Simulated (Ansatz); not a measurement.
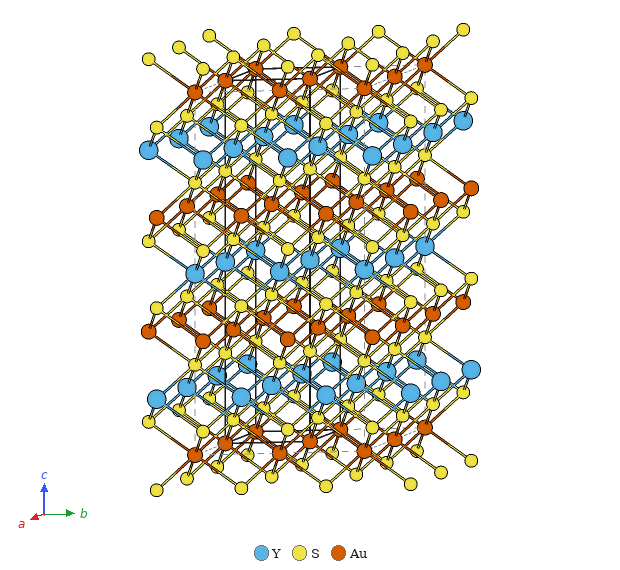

YAuS2 (space group R-3m, No. 166): the end point of a relaxation with Ansatz, DFT PBE, scalar-relativistic, plane waves, PAW; the starting structure was generated, so it need not be a known form of this composition.

Bonds are taken as Au–S below 3.1 Å and S–Y below 3.1 Å; no other contact counts. The graph is simplified in the usual way: terminal and isolated atoms are pruned, two-connected atoms become edges.

### What kind of net remains, and which atoms are its nodes?

A uninodal 6-connected, three-periodic net: Y, S and Au are 6-connected nodes.

### Which named net is it?

It is the pcu net, known from NaCl, ReO3 and the B-X framework of perovskite.

### Is the net interpenetrated?

It is a single net, without interpenetration.

### How many nodes does the smallest cycle have?

Four.
